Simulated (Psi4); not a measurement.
**CH7NSn (SMILES C[NH][SnH3]) at HF/3-21G**

Aim: the vertical singlet–triplet gap of CH7NSn at HF/3-21G, from 2 runs. 

Program for the calculation: Psi4 1.11.

2 further runs of the same task are left out: 2 set aside as unsound or not needed.

## 1. Starting point

The species is CH7NSn (10 atoms), meant as a singlet with charge 0. SMILES: `C[NH][SnH3]`. Geometry: relaxed at PBE0-D4/def2-TZVP.

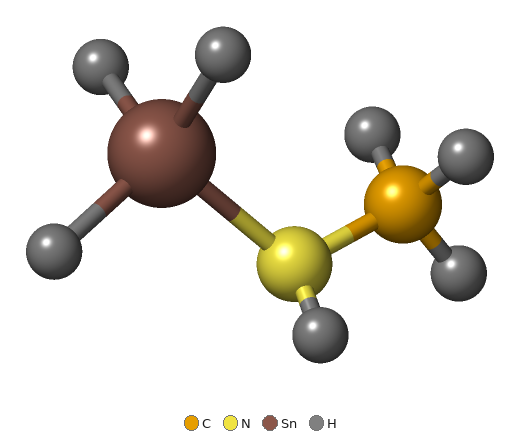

Viewed from a chosen angle; carbon amber, nitrogen yellow, tin brown, hydrogen grey.

## 2. Energy and gradient at HF/3-21G

Input file ch7nsn.xyz:

```xyz
10
CH7NSn
C     -0.898400     0.758000    -0.879200
N     -0.343000    -0.532900    -0.516500
Sn     0.897300    -0.629400     1.085100
H     -1.664200     0.637600    -1.652700
H     -1.396800     1.201100    -0.011700
H     -0.168200     1.494600    -1.247500
H      0.037300    -1.004000    -1.326200
H      1.451700    -2.239000     1.169900
H     -0.052600    -0.195500     2.433700
H      2.220200     0.458400     0.948000
```

Input file ch7nsn_ase.py:

```python
import numpy as np
from ase.calculators.psi4 import Psi4
from ase.io import read

mol = read('ch7nsn.xyz')
calc = Psi4(atoms=mol, method='hf', basis='3-21G', memory='1600MB', num_threads=1, charge=0, multiplicity=1, label='calc')
calc.psi4.set_options({'puream': True, 'e_convergence': 1e-09, 'd_convergence': 1e-08, 'scf_type': 'pk'})
mol.calc = calc

forces = mol.get_forces()
print(f'energy: {mol.get_potential_energy():.6f} eV')
print('forces / eV A^-1')
print(np.round(forces, 5))
```

Run with:

```bash
python ch7nsn_ase.py
```

calc.dat (excerpt; [...] marks lines left out):

```text
[...]
  Running in c1 symmetry.
[...]
  Nuclear repulsion =  268.287946938919447
[...]
  Multiplicity = 1
[...]
  Nalpha       = 35
  Nbeta        = 35
[...]
    Number of basis functions: 63
[...]
   @RHF iter   1: -6091.81332258544626   -3.52062e+00   9.68251e-03 ADIIS/DIIS
[...]
   @RHF iter  11: -6092.09991925220220   -2.09184e-11   6.25493e-09 DIIS
[...]
    Orbital Energies [Eh]
    ---------------------
    Doubly Occupied:
       1A   -1034.873694     2A   -156.217881     3A   -145.363402
       4A   -145.363357     5A   -145.363312     6A    -31.526889
       7A    -26.902075     8A    -26.901999     9A    -26.901508
      10A    -19.068675    11A    -19.068349    12A    -19.068222
      13A    -19.068080    14A    -19.067848    15A    -15.443230
      16A    -11.187403    17A     -5.540670    18A     -3.925147
      19A     -3.924730    20A     -3.922832    21A     -1.414440
      22A     -1.412144    23A     -1.411245    24A     -1.406609
      25A     -1.405849    26A     -1.138586    27A     -0.881912
      28A     -0.667580    29A     -0.613424    30A     -0.578249
      31A     -0.542229    32A     -0.459157    33A     -0.445484
      34A     -0.436061    35A     -0.348544
[...]
  @RHF Final Energy: -6092.09991925220220
   => Energetics <=
    Nuclear Repulsion Energy =            268.2879469389194469
    One-Electron Energy =               -8937.0541040676580451
    Two-Electron Energy =                2576.6662378765363428
    Total Energy =                      -6092.0999192522031080
[...]
 Multipole Moments:
 ------------------------------------------------------------------------------------
     Multipole            Electronic (a.u.)      Nuclear  (a.u.)        Total (a.u.)
 ------------------------------------------------------------------------------------
 L = 1.  Multiply by 2.5417464519 to convert [e a0] to [Debye]
 Dipole X            :          9.4157494           -9.0718761            0.3438733
 Dipole Y            :         -6.0792845            6.2861359            0.2068513
 Dipole Z            :         10.8540459          -11.0922599           -0.2382140
 Magnitude           :                                                    0.4666715
[...]
  -Total Gradient:
     Atom            X                  Y                   Z
    ------   -----------------  -----------------  -----------------
       1        0.017751475632    -0.018562616224     0.007712653980
       2       -0.025804280067     0.007891805656    -0.001909395720
       3        0.011012928729     0.001215872715     0.005467068043
       4       -0.004464386990    -0.001998845635    -0.004355474564
       5       -0.002741832845     0.002435134099     0.004985115327
       6        0.003607461444     0.004347359708    -0.001911069118
       7        0.008277451804     0.002446343259    -0.000097530705
       8       -0.004312400698     0.008927196970    -0.001516090889
       9        0.003630774342    -0.002001028205    -0.008958292125
      10       -0.006957191015    -0.004701222325     0.000583015657
[...]
```

The script printed:

```text
energy: -165774.482602 eV
forces / eV A^-1
[[-0.91282  0.95453 -0.3966 ]
 [ 1.32691 -0.40581  0.09819]
 [-0.56631 -0.06252 -0.28113]
 [ 0.22957  0.10278  0.22397]
 [ 0.14099 -0.12522 -0.25634]
 [-0.1855  -0.22355  0.09827]
 [-0.42564 -0.1258   0.00502]
 [ 0.22175 -0.45905  0.07796]
 [-0.1867   0.1029   0.46065]
 [ 0.35775  0.24175 -0.02998]]
```

It took 5.1 s on 1 thread of AMD EPYC 7R13 (Zen 3), shared host; peak memory 0.22 GiB.

## 3. The triplet

Input file input.json:

```json
{
  "schema_name": "qcschema_input",
  "schema_version": 1,
  "molecule": {
    "schema_name": "qcschema_molecule",
    "schema_version": 2,
    "symbols": ["C", "N", "Sn", "H", "H", "H", "H", "H", "H", "H"],
    "geometry": [-1.69772995, 1.4324124, -1.66144721, -0.64817606, -1.00703505, -0.97604354, 1.69565125, -1.18939362, 2.05054182, -3.14488222, 1.20488938, -3.12315037, -2.63956945, 2.26975005, -0.0221098, -0.31785193, 2.82438467, -2.35743334, 0.07048678, -1.89728503, -2.50615479, 2.74331542, -4.23109679, 2.21079059, -0.09939959, -0.36944146, 4.59902647, 4.19556994, 0.86625046, 1.79146037],
    "molecular_charge": 0,
    "molecular_multiplicity": 3,
    "fix_symmetry": "c1",
    "fix_com": true,
    "fix_orientation": true
  },
  "driver": "gradient",
  "model": {
    "method": "scf",
    "basis": "3-21G"
  },
  "keywords": {
    "reference": "uhf",
    "puream": true,
    "e_convergence": 1e-09,
    "d_convergence": 1e-08,
    "scf_type": "pk",
    "maxiter": 100
  }
}
```

Run with:

```bash
psi4 --qcschema input.json -n 1 --memory 1600MB
```

stdout (excerpt; [...] marks lines left out):

```text
[...]
  Running in c1 symmetry.
[...]
  Nuclear repulsion =  268.287947116301666
[...]
  Multiplicity = 3
[...]
  Nalpha       = 36
  Nbeta        = 34
[...]
    Number of basis functions: 63
[...]
   @UHF iter   1: -6091.55639192636409   -3.26369e+00   1.03114e-02 DIIS/ADIIS
[...]
   @UHF iter  17: -6091.93352884885644    1.00044e-11   5.55789e-09 DIIS
[...]
   @S^2 Observed:                2.017641419E+00
[...]
  @UHF Final Energy: -6091.93352884885644
   => Energetics <=
    Nuclear Repulsion Energy =            268.2879471163016660
    One-Electron Energy =               -8937.0218674836141872
    Two-Electron Energy =                2576.8003915184563084
    Total Energy =                      -6091.9335288488564402
  UHF NO Occupations:
  HONO-2 :   34  A 1.9968328
  HONO-1 :   35  A 1.0000000
[...]
 Multipole Moments:
 ------------------------------------------------------------------------------------
     Multipole            Electronic (a.u.)      Nuclear  (a.u.)        Total (a.u.)
 ------------------------------------------------------------------------------------
 L = 1.  Multiply by 2.5417464519 to convert [e a0] to [Debye]
 Dipole X            :        -72.1784807           70.8666193           -1.3118614
 Dipole Y            :         57.8688157          -57.2570007            0.6118151
 Dipole Z            :        -88.0913169           86.3185321           -1.7727848
 Magnitude           :                                                    2.2886817
[...]
  -Total Gradient:
     Atom            X                  Y                   Z
    ------   -----------------  -----------------  -----------------
       1        0.049706637348    -0.031389748020     0.007122542019
       2        0.031316418186    -0.021074546761     0.068349638907
       3       -0.066851863859     0.009964392100    -0.072919123865
       4       -0.007133032601    -0.000427009453    -0.003077160219
       5       -0.007195149772     0.004070977417     0.006020141313
       6       -0.002669025287     0.017378073989    -0.005255075487
       7        0.004215580875     0.018658495694     0.012304080303
       8       -0.002338429732     0.009169796406    -0.002737088072
       9        0.008537045021    -0.002359344107    -0.004843555391
      10       -0.007588180819    -0.003991087174    -0.004964400574
[...]
```

Wall time 4.5 s (1 thread of AMD EPYC 7R13 (Zen 3), shared host); peak memory 0.21 GiB.

## 4. Summary of results

At HF/3-21G:

| quantity | value |
| --- | --- |
| singlet: total energy | -6092.09992 Eh |
| singlet: dipole moment | 1.19 D |
| singlet: HOMO energy | -9.48 eV |
| singlet: LUMO energy | 3.53 eV |
| singlet: HOMO–LUMO gap | 13.01 eV |
| singlet: largest force on an atom | 1.391 eV/Å |
| triplet: total energy | -6091.93353 Eh |
| triplet: dipole moment | 5.82 D |
| triplet: HOMO energy (highest over α and β) | -3.02 eV |
| triplet: LUMO energy (lowest over α and β) | 0.92 eV |
| triplet: ⟨S²⟩ | 2.018 |
| triplet: largest force on an atom | 5.113 eV/Å |
| vertical energy of the triplet above the singlet | 4.528 eV |

What this shows: At this shape the triplet lies 4.53 eV (104 kcal/mol) above the singlet. The largest force (singlet) is 1.39 eV/Å: the shape isn't a stationary point for this species at this level. Relativity is left out (singlet) although the molecule holds a heavy atom. Relativity is left out (triplet) although the molecule holds a heavy atom.
